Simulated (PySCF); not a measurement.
## A study: C₂H₃F₂N, SMILES `N=CC(F)F`

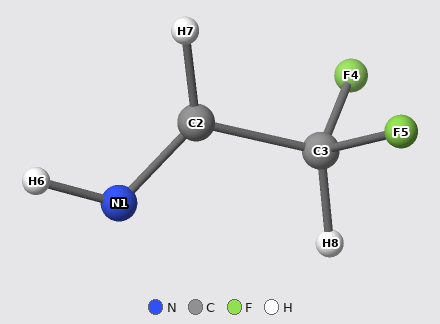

The molecule, with its atoms numbered as below. No frequency check shows the geometry to be a minimum.

Cartesian coordinates (Å):

```
N1      -1.9681   -0.0005    0.2899
C2      -0.9282    0.0014   -0.4006
C3       0.4052    0.0003    0.3079
F4       1.1276   -1.0844   -0.0650
F5       1.1291    1.0833   -0.0640
H6      -2.8477    0.0001   -0.2215
H7      -0.8509    0.0037   -1.4930
H8       0.3023   -0.0001    1.4018
```

## 1. Bonding charge

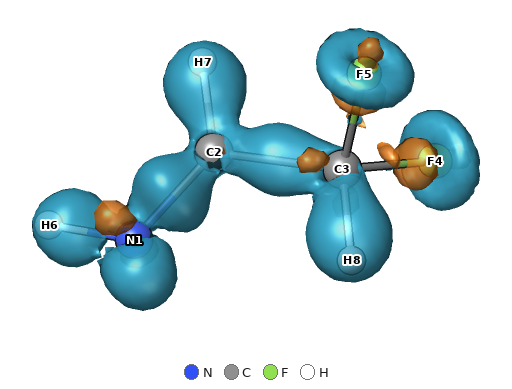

Deformation density (molecule less spherical, spin-averaged free atoms at the same positions), surfaces at ±0.2 e/Å³; light blue: gain, orange: loss.

PySCF calculation, BP86/def2-SVP, gas phase; geometry: GFN2-xTB.

Question: How much density has each bond gained at its critical point, relative to the free atoms?

Answer: C3–H8: +0.80 e/Å³ at the bond critical point (bond length 1.10 Å, Mayer order 0.9). N1–H6: +0.78 e/Å³ at the bond critical point (bond length 1.02 Å, Mayer order 0.9). C2–H7: +0.68 e/Å³ at the bond critical point (bond length 1.09 Å, Mayer order 0.9). N1–C2: +0.64 e/Å³ at the bond critical point (bond length 1.25 Å, Mayer order 2.1). C2–C3: +0.58 e/Å³ at the bond critical point (bond length 1.51 Å, Mayer order 1.0). C3–F5: +0.04 e/Å³ at the bond critical point (bond length 1.35 Å, Mayer order 1.1); up to 0.6 Å beside the axis the gain reaches +0.23 e/Å³. C3–F4: +0.04 e/Å³ at the bond critical point (bond length 1.36 Å, Mayer order 1.1); up to 0.6 Å beside the axis the gain reaches +0.23 e/Å³. In all, 1.7 electrons gather in the regions of gain relative to the promolecule. A small or negative value marks a very polar bond, one between electron-rich atoms, whose free-atom densities already overlap strongly, a long bond to a heavier atom, or a closed-shell contact such as a hydrogen bond.

Question: Where do the Hirshfeld charges lie?

Answer: The highest Hirshfeld charge is on C3 (+0.13 e), the lowest on N1 (−0.19 e).

## 2. Electrostatic potential

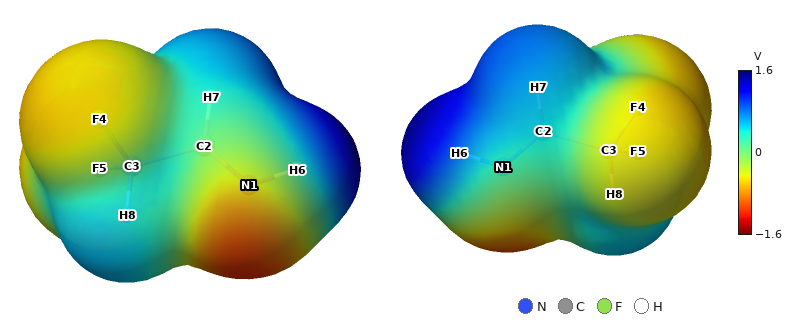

Electrostatic potential on the surface of electron density 0.001 a.u. (back view left, front view right).

Question: Where are the extremes of the potential on the surface?

Answer: Highest: 1.50 V, 1.3 Å from H6. Further maxima include 0.62 V, 1.4 Å from H8. Lowest: −1.20 V, 1.9 Å from N1. Further minima include −0.67 V, 1.6 Å from F5, and at like points elsewhere. The surface is sampled at points, so like sites can differ by a few per cent and only the strongest of them is named.

## 3. Excited states

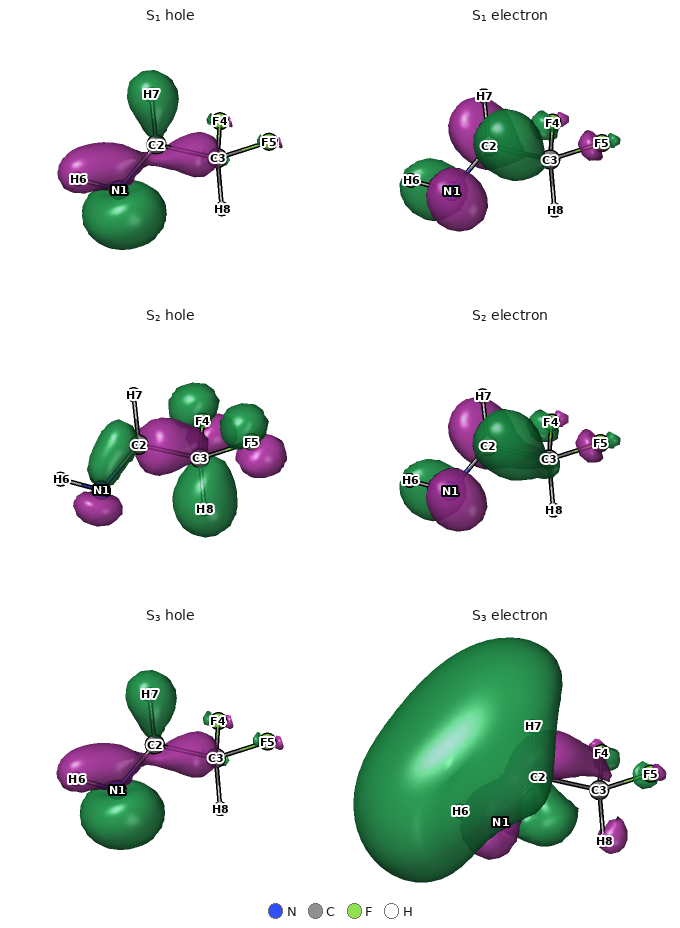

Leading natural transition orbitals (full linear response singlet states).

Level of theory: PBE0/def2-SVPD (PySCF), at a geometry from GFN2-xTB.

Question: Describe these excited states.

Answer: By state:
- S₁: 5.03 eV (247 nm), f = 0.002 (very weak); the leading pair carries 100 %; hole on N1 (62 %), C2 (13 %) and H6 and H7 (8 % each), electron on C2 (38 %), N1 (37 %) and C3 (7 %); their centroids lie 0.5 Å apart.
- S₂: 7.49 eV (166 nm), f = 0.001 (very weak); the leading pair carries 100 %; hole on F4 and F5 (21 % each), C3 (19 %) and C2 (14 %), electron on C2 (36 %), N1 (36 %) and C3 (9 %); their centroids lie 1.4 Å apart.
- S₃: 7.68 eV (161 nm), f = 0.016, partly diffuse acceptor orbital; the leading pair carries 100 %; hole on N1 (62 %), C2 (13 %) and H6 and H7 (8 % each), electron on H6 (43 %), H7 (22 %) and C2 (14 %) (atom shares of so diffuse an orbital are rough); their centroids lie 1.5 Å apart.

## 4. Localised orbitals

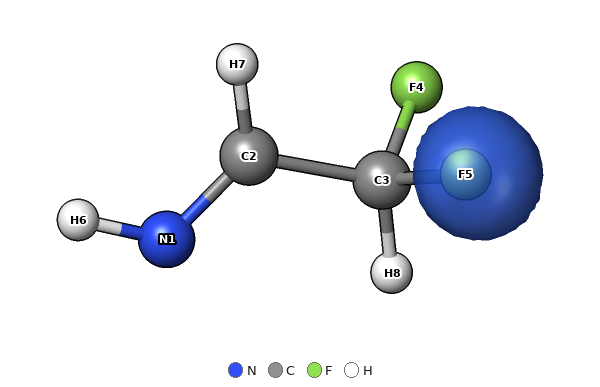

Pipek–Mezey orbitals, occupied; each surface holds about 80 % of the orbital's density. Energies are diagonal elements of the Fock matrix.

Level of theory: r2SCAN/def2-SVP (PySCF), at a geometry from GFN2-xTB.

Question: What does this orbital represent?

Answer: Lone pair on F5 (sp0.4-type) (F5 100 %; −22.8 eV).
